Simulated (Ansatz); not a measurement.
**Run report: C3H12BNSi, nudged elastic band (part 2 of 2)**

The same run, continued: C3H12BNSi; RKS B3LYP/6-31G* (Ansatz 0.2.0). It belongs to a series of runs on one base structure; here: band between the two ends.

Geometry of the input (Å):
```
C  0.5780  -2.0939  -0.2279
C  1.2737  -0.8265  -0.7625
B  0.5946  0.5502  -0.3390
N  1.3902  1.5542  0.2416
C  -0.9551  0.8310  -0.5604
Si -1.9419  0.7898  1.0510
H  1.0650  -3.0072  -0.5906
H  -0.4723  -2.1386  -0.5396
H  0.5922  -2.1276  0.8680
H  2.3353  -0.8477  -0.4732
H  1.2695  -0.8697  -1.8643
H  2.3770  1.4344  0.4270
H  1.0395  2.4615  0.5200
H  -1.1136  1.8291  -0.9949
H  -1.4033  0.1081  -1.2538
H  -1.7101  -0.4693  1.8121
H  -1.5471  1.9266  1.9324
H  -3.4090  0.9072  0.8059
```

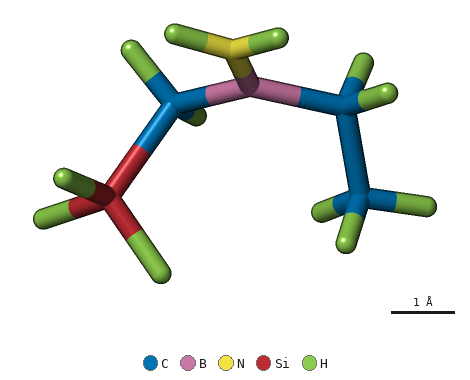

The input geometry (stick view, seen at a tilt).

The last band as extended XYZ (Å, eV, eV/Å)
```
18
Properties=species:S:1:pos:R:3:forces:R:3 image=0 energy=-13352.68450
C     0.5780   -2.0939   -0.2279    0.0002   0.0002  -0.0009
C     1.2737   -0.8265   -0.7625    0.0003  -0.0002   0.0042
B     0.5946    0.5502   -0.3390    0.0025  -0.0031  -0.0017
N     1.3902    1.5542    0.2416   -0.0018   0.0031   0.0000
C    -0.9551    0.8310   -0.5604   -0.0041  -0.0009  -0.0087
Si   -1.9419    0.7898    1.0510    0.0013   0.0112   0.0031
H     1.0650   -3.0072   -0.5906    0.0005   0.0005  -0.0006
H    -0.4723   -2.1386   -0.5396   -0.0005  -0.0010  -0.0001
H     0.5922   -2.1276    0.8680    0.0002  -0.0020   0.0001
H     2.3353   -0.8477   -0.4732   -0.0011   0.0005   0.0003
H     1.2695   -0.8697   -1.8643   -0.0002   0.0014   0.0004
H     2.3770    1.4344    0.4270   -0.0019  -0.0007  -0.0006
H     1.0395    2.4615    0.5200    0.0017  -0.0006  -0.0005
H    -1.1136    1.8291   -0.9949    0.0014  -0.0046   0.0041
H    -1.4033    0.1081   -1.2538    0.0027   0.0038   0.0023
H    -1.7101   -0.4693    1.8121   -0.0031   0.0033  -0.0033
H    -1.5471    1.9266    1.9324    0.0013  -0.0041  -0.0007
H    -3.4090    0.9072    0.8059    0.0004  -0.0066   0.0024
18
Properties=species:S:1:pos:R:3:forces:R:3 image=1 energy=-13352.67217
C     0.4562   -2.1256   -0.3669    0.0003  -0.0004   0.0027
C     1.3136   -0.8615   -0.5460    0.0004   0.0008  -0.0025
B     0.5995    0.5470   -0.3196    0.0006  -0.0002   0.0006
N     1.3948    1.6384    0.0786   -0.0004  -0.0008   0.0027
C    -0.9565    0.7817   -0.5325    0.0002   0.0007  -0.0012
Si   -1.8817    0.8119    1.1172   -0.0014  -0.0001   0.0002
H     1.0334   -3.0377   -0.5616    0.0004   0.0000   0.0000
H    -0.3989   -2.1318   -1.0534   -0.0031  -0.0007   0.0054
H     0.0559   -2.2028    0.6508    0.0047   0.0001   0.0048
H     2.2080   -0.9349    0.0917    0.0039   0.0007  -0.0059
H     1.7058   -0.8506   -1.5774   -0.0047  -0.0002  -0.0052
H     2.3855    1.5607    0.2664   -0.0001  -0.0009   0.0028
H     1.0388    2.5769    0.2024    0.0002  -0.0005   0.0036
H    -1.1548    1.7477   -1.0186    0.0008   0.0006  -0.0004
H    -1.4087    0.0051   -1.1607    0.0004   0.0009  -0.0015
H    -1.5359   -0.3618    1.9667   -0.0016  -0.0008  -0.0020
H    -1.5311    2.0397    1.8870   -0.0002  -0.0001  -0.0010
H    -3.3615    0.8088    0.9278   -0.0006   0.0008  -0.0029
18
Properties=species:S:1:pos:R:3:forces:R:3 image=2 energy=-13352.66116
C     0.4058   -2.1277   -0.5053    0.0001   0.0004   0.0004
C     1.3034   -0.8956   -0.3133   -0.0001   0.0004   0.0007
B     0.5993    0.5395   -0.3203    0.0015   0.0020  -0.0034
N     1.4121    1.6729   -0.1240   -0.0052  -0.0026  -0.0013
C    -0.9623    0.7513   -0.5010   -0.0007   0.0004   0.0002
Si   -1.8401    0.8401    1.1722   -0.0019   0.0028   0.0012
H     0.9847   -3.0591   -0.4914    0.0012   0.0001   0.0011
H    -0.1280   -2.0918   -1.4628    0.0020  -0.0014  -0.0005
H    -0.3500   -2.2025    0.2858   -0.0001  -0.0004  -0.0009
H     1.8663   -1.0039    0.6277   -0.0011   0.0016   0.0013
H     2.0783   -0.8920   -1.0971    0.0004   0.0006   0.0020
H     2.4090    1.6204    0.0394   -0.0002   0.0029  -0.0104
H     1.0575    2.6200   -0.1197    0.0067  -0.0029   0.0098
H    -1.1901    1.6887   -1.0280   -0.0006  -0.0015   0.0009
H    -1.4216   -0.0637   -1.0731   -0.0001  -0.0017  -0.0007
H    -1.4432   -0.2896    2.0591   -0.0036  -0.0014  -0.0012
H    -1.4947    2.1071    1.8775    0.0021  -0.0005   0.0014
H    -3.3240    0.7971    1.0260   -0.0005   0.0013  -0.0005
18
Properties=species:S:1:pos:R:3:forces:R:3 image=3 energy=-13351.90986
C     0.4390   -2.1377   -0.4717    0.0013   0.0013  -0.0445
C     1.2797   -0.8738   -0.2458    0.0199  -0.0054  -0.0838
B     0.5811    0.5518   -0.3524    0.0054   0.0012  -0.0548
N     1.3930    1.7543   -0.3059    0.0357  -0.0070  -0.1559
C    -0.9823    0.7200   -0.5018   -0.0070   0.0019   0.0951
Si   -1.9122    0.8842    1.1238   -0.0377   0.0016   0.0423
H     1.0249   -3.0520   -0.3186    0.0050  -0.0009  -0.0184
H     0.0350   -2.1715   -1.4899   -0.0140  -0.0322  -0.0335
H    -0.4129   -2.1818    0.2184    0.0187   0.0229  -0.0219
H     1.6797   -0.8948    0.7870   -0.0207   0.0389  -0.0828
H     2.1861   -0.8949   -0.8692    0.0466  -0.0265  -0.0590
H     2.3184    1.7197   -0.7004    0.5425  -0.4591   0.1803
H     1.4480    2.2979    0.5425   -0.5506   0.4741  -0.0146
H    -1.1901    1.6275   -1.0838    0.0062  -0.0187   0.0493
H    -1.4193   -0.1337   -1.0384    0.0100  -0.0062   0.0749
H    -1.6884   -0.3120    1.9824   -0.0195   0.0020   0.0455
H    -1.4390    2.0826    1.8734   -0.0127   0.0003   0.0386
H    -3.3780    1.0256    0.9023   -0.0290   0.0120   0.0431
18
Properties=species:S:1:pos:R:3:forces:R:3 image=4 energy=-13351.90694
C     0.4155   -2.1456   -0.3835   -0.0107   0.0023   0.0392
C     1.2522   -0.8901   -0.0927   -0.0203  -0.0058   0.0959
B     0.5791    0.5384   -0.3033   -0.0115  -0.0062   0.0365
N     1.3667    1.7473   -0.1053   -0.0406   0.0172   0.1503
C    -0.9463    0.7190   -0.6364    0.0154  -0.0061  -0.0823
Si   -1.8856    0.9180    1.0163    0.0340   0.0028  -0.0473
H     0.9942   -3.0655   -0.2356   -0.0023   0.0013   0.0171
H     0.0545   -2.1561   -1.4201    0.0105   0.0280   0.0310
H    -0.4643   -2.2020    0.2668   -0.0196  -0.0223   0.0215
H     1.6780   -0.9451    0.9218    0.0224  -0.0326   0.0700
H     2.1417   -0.8934   -0.7478   -0.0398   0.0313   0.0510
H     1.7218    2.2354   -0.9152   -0.4967   0.4395  -0.1802
H     2.1111    1.7249    0.5738    0.5152  -0.4530   0.0290
H    -1.1572    1.6456   -1.1860   -0.0046   0.0170  -0.0464
H    -1.4130   -0.1282   -1.1516   -0.0094   0.0039  -0.0712
H    -1.7003   -0.2668    1.9037    0.0218   0.0002  -0.0391
H    -1.4345    2.1171    1.7722    0.0116  -0.0040  -0.0372
H    -3.3512    1.0586    0.7746    0.0248  -0.0134  -0.0379
18
Properties=species:S:1:pos:R:3:forces:R:3 image=5 energy=-13352.66135
C     0.3780   -2.1734   -0.3158   -0.0008  -0.0009  -0.0006
C     1.2961   -0.9569   -0.1220    0.0033  -0.0003   0.0009
B     0.6477    0.4938   -0.2958   -0.0017   0.0025   0.0018
N     1.4806    1.6134   -0.1049   -0.0039   0.0022   0.0004
C    -0.8823    0.7383   -0.6365   -0.0008  -0.0037  -0.0031
Si   -1.9171    0.9860    0.9268    0.0015   0.0031  -0.0006
H     0.9180   -3.1174   -0.1742    0.0010  -0.0002  -0.0003
H    -0.0550   -2.1954   -1.3234    0.0013   0.0004  -0.0010
H    -0.4559   -2.1657    0.3963   -0.0005  -0.0006  -0.0010
H     1.7586   -1.0120    0.8765   -0.0007   0.0007   0.0005
H     2.1446   -1.0334   -0.8213   -0.0011   0.0016   0.0013
H     1.1588    2.5689   -0.1840    0.0089  -0.0046  -0.0085
H     2.4589    1.5423    0.1419   -0.0040   0.0020   0.0053
H    -1.0228    1.6374   -1.2531   -0.0018   0.0005   0.0001
H    -1.3152   -0.1047   -1.1885   -0.0011   0.0000  -0.0001
H    -1.6677   -0.0909    1.9260   -0.0021  -0.0012  -0.0001
H    -1.5839    2.2867    1.5745    0.0022  -0.0021   0.0034
H    -3.3789    0.9942    0.6292    0.0001   0.0006   0.0019
18
Properties=species:S:1:pos:R:3:forces:R:3 image=6 energy=-13352.67204
C     0.3742   -2.1703   -0.0995    0.0002  -0.0003   0.0025
C     1.3200   -0.9713   -0.2812    0.0007   0.0010  -0.0022
B     0.6667    0.4842   -0.2881    0.0003  -0.0003   0.0009
N     1.4683    1.5735    0.1030   -0.0007  -0.0003   0.0029
C    -0.8337    0.7664   -0.7247   -0.0002  -0.0004  -0.0017
Si   -1.9579    1.0035    0.7780    0.0003   0.0003  -0.0013
H     0.9175   -3.1227   -0.1270    0.0003  -0.0001   0.0000
H    -0.3838   -2.2078   -0.8910   -0.0038   0.0001   0.0049
H    -0.1582   -2.1249    0.8578    0.0039   0.0005   0.0055
H     2.1185   -1.0196    0.4751    0.0047  -0.0003  -0.0054
H     1.8424   -1.0837   -1.2467   -0.0040  -0.0004  -0.0059
H     1.1551    2.5351    0.0872   -0.0004  -0.0002   0.0038
H     2.4213    1.4708    0.4254   -0.0005  -0.0008   0.0029
H    -0.9129    1.6866   -1.3211    0.0010   0.0006  -0.0007
H    -1.2468   -0.0483   -1.3314    0.0006   0.0009  -0.0016
H    -1.7938   -0.0953    1.7703   -0.0015  -0.0006  -0.0015
H    -1.6356    2.2838    1.4709   -0.0008  -0.0003  -0.0006
H    -3.3990    1.0513    0.3949   -0.0002   0.0006  -0.0023
18
Properties=species:S:1:pos:R:3:forces:R:3 image=7 energy=-13352.68452
C     0.5768   -2.0947   -0.2234   -0.0018   0.0023   0.0006
C     1.2729   -0.8277   -0.7579    0.0032  -0.0003  -0.0067
B     0.5940    0.5508   -0.3405    0.0093   0.0014   0.0034
N     1.3910    1.5575    0.2340   -0.0015  -0.0021  -0.0016
C    -0.9554    0.8317   -0.5619   -0.0038  -0.0006  -0.0011
Si   -1.9408    0.7890    1.0501   -0.0058   0.0029   0.0060
H     1.0636   -3.0079   -0.5865    0.0010  -0.0019  -0.0001
H    -0.4737   -2.1393   -0.5348    0.0000  -0.0001  -0.0005
H     0.5912   -2.1288    0.8725   -0.0002  -0.0005  -0.0017
H     2.3339   -0.8483   -0.4664   -0.0019   0.0004  -0.0002
H     1.2715   -0.8725   -1.8599   -0.0001  -0.0003   0.0065
H     1.0419    2.4666    0.5080   -0.0017   0.0013  -0.0015
H     2.3778    1.4376    0.4186   -0.0005  -0.0013   0.0010
H    -1.1143    1.8301   -0.9950    0.0014   0.0020   0.0000
H    -1.4036    0.1094   -1.2556   -0.0007  -0.0018  -0.0004
H    -1.7105   -0.4708    1.8097    0.0042  -0.0042  -0.0006
H    -1.5456    1.9236    1.9336    0.0036   0.0031  -0.0004
H    -3.4082    0.9050    0.8074   -0.0047  -0.0003  -0.0027
```

Results in brief

| quantity | value |
| --- | --- |
| outcome | converged |
| barrier, forward | 0.778 eV |
| barrier, backward | 0.778 eV |
| wall time | 12 min (CPU time 24 min) |
| peak memory | 0.3 GiB |

Remarks

The order of the saddle point was not checked.
